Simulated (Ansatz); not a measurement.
## Run report: CH₆BFSi, geometry relaxation (part 1 of 2)

CH₆BFSi, SMILES B[SiH2]CF, computed with RKS BHLYP/def2-SVP (Ansatz 0.2.0).

It belongs to a series of runs on one base structure; here: end point A relaxed. Figures and captions count atoms from 1; the log counts them from 0 in places.

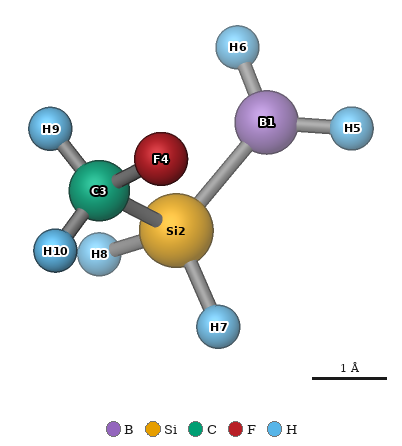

**Figure 1.** The input geometry (ball-and-stick view, seen at a tilt; atoms are numbered from 1 in the order of the input). Bond lengths as drawn: B–H 1.17 Å, B–Si 1.96 Å, C–F 1.38 Å, C–H 1.09 Å, C–Si 1.94 Å and H–Si 1.47 to 1.48 Å.

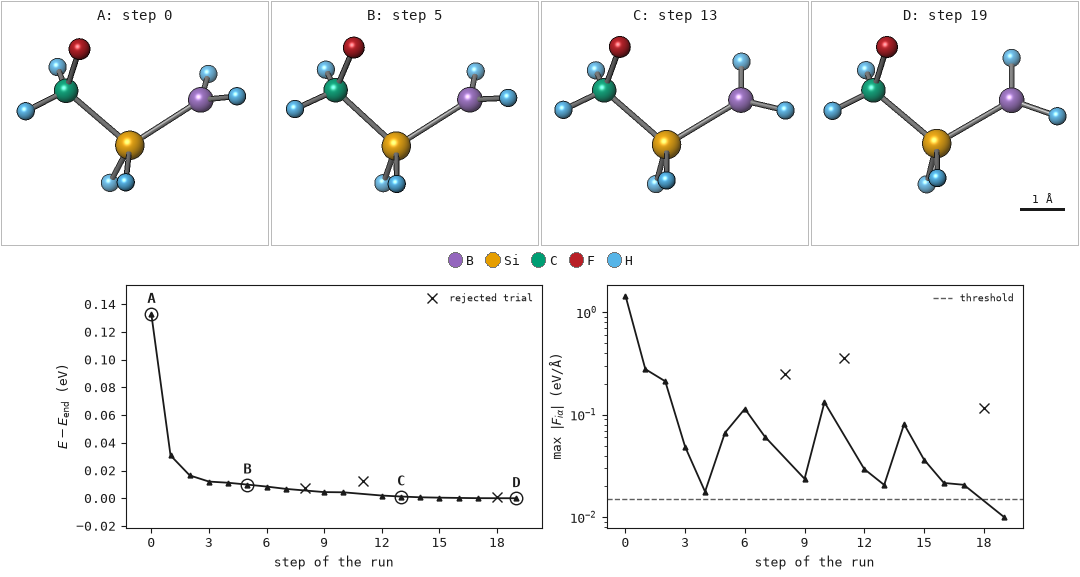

**Figure 2.** Frames of the relaxation (ball-and-stick view, seen at a tilt) above the curves, on which the letters mark them (the first geometry is step 0 here and step 1 in the log).

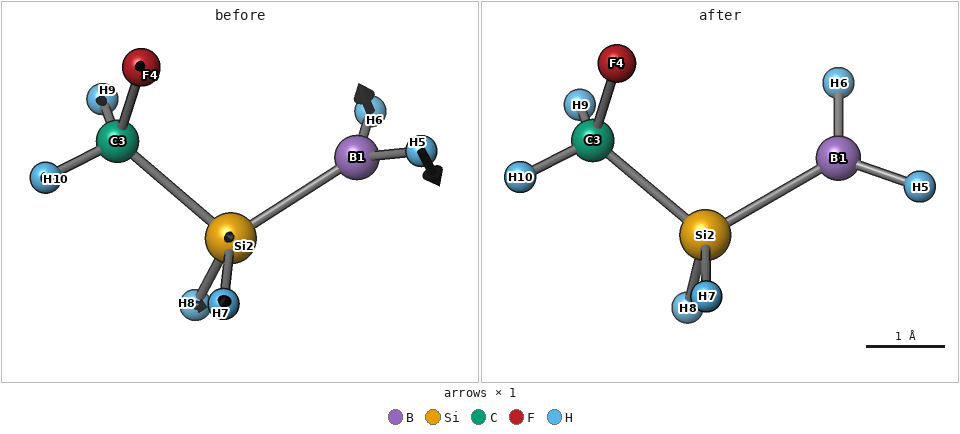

**Figure 3.** Before (left) and after (right) the relaxation, at one scale (ball-and-stick view, seen at a tilt). The black arrows give the displacements, at true length. Over 19 geometry steps the energy falls by 0.133 eV. The largest force component goes from 1.5 to 0.01 eV/Å. The line search rejected the trial steps at points 8, 11, 18 (counted from 0) and went back. The largest move after the best rigid fit is that of H5, 0.63 Å. Largest moves by element: H 0.63 Å, Si 0.12 Å, F 0.11 Å, C 0.07 Å, B 0.03 Å. Among the contacts that change: B1–Si2 1.956 → 2.016 Å, Si2–C3 1.936 → 1.901 Å, B1–H5 1.170 → 1.198 Å, Si2–H8 1.476 → 1.491 Å. Among the angles that change: B1–Si2–H8 117.6° → 108.3°, C3–Si2–H8 102.3° → 108.1°, B1–Si2–H7 118.5° → 113.5°. (Atoms are counted from 1 in the order of the input.)

The input and output of the run follow.

## Input file
```yaml
crystal:
  periodic: [false, false, false]
  atoms:
    - { symbol: B, position_ang: [-0.72333, 1.49929, -0.69129] }
    - { symbol: Si, position_ang: [0.03495, -0.30246, -0.76676] }
    - { symbol: C, position_ang: [0.42911, -0.84019, 1.05041] }
    - { symbol: F, position_ang: [1.18306, 0.1353, 1.67936] }
    - { symbol: H, position_ang: [-0.1384, 2.43673, -1.0753] }
    - { symbol: H, position_ang: [-1.78171, 1.69173, -0.22981] }
    - { symbol: H, position_ang: [1.30005, -0.50297, -1.49468] }
    - { symbol: H, position_ang: [-0.84197, -1.39357, -1.23346] }
    - { symbol: H, position_ang: [-0.47358, -0.96234, 1.65423] }
    - { symbol: H, position_ang: [1.01183, -1.76152, 1.10729] }
basis:
  gaussian: { orbitals: def2-SVP }
hamiltonian:
  xc: { name: BHLYP }
relax:
  f_tol: 0.015
  max_steps: 40
```

Command:
```bash
ansatz run input.yaml --threads 1 --pin off --max-ram 2048MiB --backend cpu --events-out ev --progress --plain --runs-dir out
```

## Output
```
The last accepted step is kept in [file] (removed where the run ends without a failure and the disk answers)
Engine: ansatz 0.2.0, x86_64-unknown-linux-gnu
Functional definition: BHLYP
  parameter a = 0.5
  exchange = (1 - a)*b88_x + a*exact_x
  correlation = lyp_c
966 factors; integrals over basis functions are off by at most 4.1e-4 eV
mean field evaluation 1: about -12394.5657 eV, gradient 2.3e1 eV
mean field evaluation 2: about -12395.2326 eV, gradient 1.8e1 eV
mean field evaluation 4: about -12395.7986 eV, gradient 8.9e-1 eV
mean field evaluation 8: about -12395.8378 eV, gradient 1.2e-2 eV
mean field -12395.83776952 eV, -455.5386358293 hartree, gradient 5.6e-5 eV, S^2 0.000000; 0 other end points of the search recorded, 0 dependent functions left out
the calculation of the forces begins
reference -12395.83793696 eV, -455.5386419825 hartree; 20, 20 occupied and 70, 70 virtual orbitals, 966 factors
relax step   1: F+E_penalty+E_count = -12395.83776952 eV  Δ(F+E_penalty+E_count) = +0.000e0 eV  max|allowed force component| = 1.459e0 eV/Å  Δτ_max = 0.0000 Å  (25 SCF iters, accepted)
these checks for a lower state are left out or cut short: starts, cluster_reference, orbital_swaps, neighbouring_geometries, increment
966 factors; integrals over basis functions are off by at most 4.5e-4 eV
mean field evaluation 16: about -12395.8591 eV, gradient 4.0e0 eV
mean field -12395.93982588 eV, -455.5423863314 hartree, gradient 1.5e-5 eV, S^2 0.000000; 0 other end points of the search recorded, 0 dependent functions left out
[... from here on the field's lines of each further geometry are left out, up to the last ...]
relax step   2: F+E_penalty+E_count = -12395.93982588 eV  Δ(F+E_penalty+E_count) = -1.021e-1 eV  max|allowed force component| = 2.789e-1 eV/Å  Δτ_max = 0.0828 Å  (30 SCF iters, accepted)
relax step   3: F+E_penalty+E_count = -12395.95426153 eV  Δ(F+E_penalty+E_count) = -1.444e-2 eV  max|allowed force component| = 2.123e-1 eV/Å  Δτ_max = 0.0460 Å  (31 SCF iters, accepted)
relax step   4: F+E_penalty+E_count = -12395.95869992 eV  Δ(F+E_penalty+E_count) = -4.438e-3 eV  max|allowed force component| = 4.861e-2 eV/Å  Δτ_max = 0.0171 Å  (32 SCF iters, accepted)
relax step   5: F+E_penalty+E_count = -12395.95955683 eV  Δ(F+E_penalty+E_count) = -8.569e-4 eV  max|allowed force component| = 1.775e-2 eV/Å  Δτ_max = 0.0141 Å  (25 SCF iters, accepted)
relax step   6: F+E_penalty+E_count = -12395.96089289 eV  Δ(F+E_penalty+E_count) = -1.336e-3 eV  max|allowed force component| = 6.663e-2 eV/Å  Δτ_max = 0.0405 Å  (31 SCF iters, accepted)
relax step   7: F+E_penalty+E_count = -12395.96229694 eV  Δ(F+E_penalty+E_count) = -1.404e-3 eV  max|allowed force component| = 1.143e-1 eV/Å  Δτ_max = 0.0650 Å  (30 SCF iters, accepted)
relax step   8: F+E_penalty+E_count = -12395.96397383 eV  Δ(F+E_penalty+E_count) = -1.677e-3 eV  max|allowed force component| = 6.128e-2 eV/Å  Δτ_max = 0.0653 Å  (30 SCF iters, accepted)
relax step   9: F+E_penalty+E_count = -12395.96313882 eV  Δ(F+E_penalty+E_count) = +8.350e-4 eV  max|allowed force component| = 2.528e-1 eV/Å  Δτ_max = 0.1952 Å  (30 SCF iters, rejected (line search))
relax step  10: F+E_penalty+E_count = -12395.96630013 eV  Δ(F+E_penalty+E_count) = -2.326e-3 eV  max|allowed force component| = 2.371e-2 eV/Å  Δτ_max = 0.0975 Å  (31 SCF iters, accepted)
relax step  11: F+E_penalty+E_count = -12395.96644406 eV  Δ(F+E_penalty+E_count) = -1.439e-4 eV  max|allowed force component| = 1.325e-1 eV/Å  Δτ_max = 0.0965 Å  (30 SCF iters, accepted)
relax step  12: F+E_penalty+E_count = -12395.95856997 eV  Δ(F+E_penalty+E_count) = +7.874e-3 eV  max|allowed force component| = 3.597e-1 eV/Å  Δτ_max = 0.1275 Å  (31 SCF iters, rejected (line search))
relax step  13: F+E_penalty+E_count = -12395.96878075 eV  Δ(F+E_penalty+E_count) = -2.337e-3 eV  max|allowed force component| = 2.951e-2 eV/Å  Δτ_max = 0.0637 Å  (30 SCF iters, accepted)
relax step  14: F+E_penalty+E_count = -12395.96949604 eV  Δ(F+E_penalty+E_count) = -7.153e-4 eV  max|allowed force component| = 2.066e-2 eV/Å  Δτ_max = 0.0558 Å  (31 SCF iters, accepted)
relax step  15: F+E_penalty+E_count = -12395.97004395 eV  Δ(F+E_penalty+E_count) = -5.479e-4 eV  max|allowed force component| = 8.099e-2 eV/Å  Δτ_max = 0.1098 Å  (31 SCF iters, accepted)
relax step  16: F+E_penalty+E_count = -12395.97031252 eV  Δ(F+E_penalty+E_count) = -2.686e-4 eV  max|allowed force component| = 3.653e-2 eV/Å  Δτ_max = 0.0069 Å  (24 SCF iters, accepted)
relax step  17: F+E_penalty+E_count = -12395.97050576 eV  Δ(F+E_penalty+E_count) = -1.932e-4 eV  max|allowed force component| = 2.159e-2 eV/Å  Δτ_max = 0.0201 Å  (24 SCF iters, accepted)
relax step  18: F+E_penalty+E_count = -12395.97067478 eV  Δ(F+E_penalty+E_count) = -1.690e-4 eV  max|allowed force component| = 2.071e-2 eV/Å  Δτ_max = 0.0511 Å  (30 SCF iters, accepted)
relax step  19: F+E_penalty+E_count = -12395.96986268 eV  Δ(F+E_penalty+E_count) = +8.121e-4 eV  max|allowed force component| = 1.157e-1 eV/Å  Δτ_max = 0.0402 Å  (31 SCF iters, rejected (line search))
the calculation of the forces begins
reference -12395.97089918 eV, -455.5435282539 hartree; 20, 20 occupied and 70, 70 virtual orbitals, 966 factors
relax step  20: F+E_penalty+E_count = -12395.97073089 eV  Δ(F+E_penalty+E_count) = -5.611e-5 eV  max|allowed force component| = 1.012e-2 eV/Å  Δτ_max = 0.0196 Å  (24 SCF iters, accepted)
966 factors; integrals over basis functions are off by at most 4.9e-4 eV
mean field evaluation 160: about -12395.9707 eV, gradient 2.4e-5 eV
mean field -12395.97073089 eV, -455.5435220694 hartree, gradient 1.9e-5 eV, S^2 0.000000; 1 other end points of the search recorded, 0 dependent functions left out
the calculation of the forces begins
reference -12395.97089918 eV, -455.5435282539 hartree; 20, 20 occupied and 70, 70 virtual orbitals, 966 factors
Total energy: -12395.97089918 eV, -455.5435282539 hartree
Atom 0 at    -0.701643     1.518414    -0.708065 Å, force    -0.005764     0.002778     0.005287 eV/Å
Atom 1 at     0.130119    -0.318463    -0.698916 Å, force    -0.000940     0.000381    -0.005492 eV/Å
Atom 2 at     0.404875    -0.896985     1.090985 Å, force     0.002052    -0.000922     0.010119 eV/Å
Atom 3 at     1.108129     0.088415     1.758511 Å, force    -0.000898    -0.003406    -0.003844 eV/Å
Atom 4 at    -0.485630     2.317621    -1.573997 Å, force    -0.000735    -0.001046     0.001576 eV/Å
Atom 5 at    -1.478427     1.827535     0.151267 Å, force     0.005967    -0.000763    -0.006927 eV/Å
Atom 6 at     1.418929    -0.387237    -1.430164 Å, force    -0.000271     0.000434     0.000832 eV/Å
Atom 7 at    -0.819609    -1.265205    -1.350045 Å, force     0.000898     0.000593     0.000239 eV/Å
Atom 8 at    -0.548603    -1.052387     1.607904 Å, force     0.003050    -0.002055    -0.002321 eV/Å
Atom 9 at     0.971871    -1.831707     1.152511 Å, force    -0.003359     0.004006     0.000532 eV/Å
Dipole moment:    -0.205476    -0.182444    -0.138456 e Å
```

## Trajectory as extended XYZ (Å, eV, eV/Å), 20 frames, from step=1 to step=20
```
10
Properties=species:S:1:pos:R:3:forces:R:3 step=1 energy=-12395.83777
B    -0.7233    1.4993   -0.6913   -0.0675   0.2097  -0.1684
Si    0.0350   -0.3025   -0.7668    0.7149  -1.4589   0.7698
C     0.4291   -0.8402    1.0504    0.0719   0.5023   0.1386
F     1.1831    0.1353    1.6794    0.0646   0.2408  -0.1049
H    -0.1384    2.4367   -1.0753    0.3856   0.5726  -0.2182
H    -1.7817    1.6917   -0.2298   -0.6488   0.0430   0.3353
H     1.3000   -0.5030   -1.4947    0.1609   0.2587  -0.2279
H    -0.8420   -1.3936   -1.2335   -0.3826   0.0376  -0.1977
H    -0.4736   -0.9623    1.6542   -0.1672  -0.1899  -0.1140
H     1.0118   -1.7615    1.1073   -0.1317  -0.2159  -0.2126
10
Properties=species:S:1:pos:R:3:forces:R:3 step=2 energy=-12395.93983
B    -0.7132    1.4708   -0.7063    0.0546   0.1953   0.2178
Si    0.0623   -0.3651   -0.7515    0.1133  -0.2789   0.0954
C     0.4317   -0.8258    1.0779    0.1247   0.1663  -0.1342
F     1.1699    0.1822    1.6790   -0.1565  -0.1312  -0.1924
H    -0.1082    2.4300   -1.0673    0.0380   0.1442  -0.1502
H    -1.7719    1.6538   -0.1906   -0.2041   0.0157   0.0089
H     1.3168   -0.4588   -1.5439   -0.0496  -0.0570   0.0654
H    -0.9074   -1.3697   -1.2784    0.0802   0.0320   0.0501
H    -0.4891   -0.9643    1.6543   -0.0032  -0.0312  -0.0465
H     1.0092   -1.7530    1.1267    0.0024  -0.0551   0.0856
10
Properties=species:S:1:pos:R:3:forces:R:3 step=3 energy=-12395.95426
B    -0.6984    1.4932   -0.6689   -0.0986   0.0625  -0.2123
Si    0.0682   -0.3727   -0.7445    0.0461   0.0076   0.1354
C     0.4373   -0.8390    1.0727    0.0485   0.0342  -0.1108
F     1.1537    0.1887    1.6615   -0.0756  -0.0784  -0.0635
H    -0.1208    2.4541   -1.0984   -0.0104  -0.0629   0.0778
H    -1.7879    1.6709   -0.1952    0.0817  -0.0102   0.0597
H     1.3219   -0.4783   -1.5350   -0.0530  -0.0157   0.0246
H    -0.9071   -1.3714   -1.2691    0.0403   0.0719   0.0086
H    -0.4898   -0.9841    1.6373    0.0143  -0.0155   0.0076
H     1.0229   -1.7614    1.1396    0.0068   0.0065   0.0728
10
Properties=species:S:1:pos:R:3:forces:R:3 step=4 energy=-12395.95870
B    -0.7039    1.4957   -0.6850    0.0051   0.0276   0.0174
Si    0.0686   -0.3710   -0.7404    0.0056  -0.0118   0.0152
C     0.4396   -0.8445    1.0707   -0.0068   0.0486  -0.0414
F     1.1385    0.1937    1.6588   -0.0183  -0.0264  -0.0044
H    -0.1187    2.4566   -1.0994   -0.0283  -0.0453  -0.0042
H    -1.7812    1.6763   -0.1863    0.0436  -0.0134  -0.0035
H     1.3180   -0.4860   -1.5328   -0.0158   0.0002   0.0052
H    -0.9095   -1.3619   -1.2675    0.0109   0.0222  -0.0075
H    -0.4875   -0.9998    1.6327    0.0049  -0.0148   0.0101
H     1.0362   -1.7592    1.1491   -0.0010   0.0129   0.0132
```
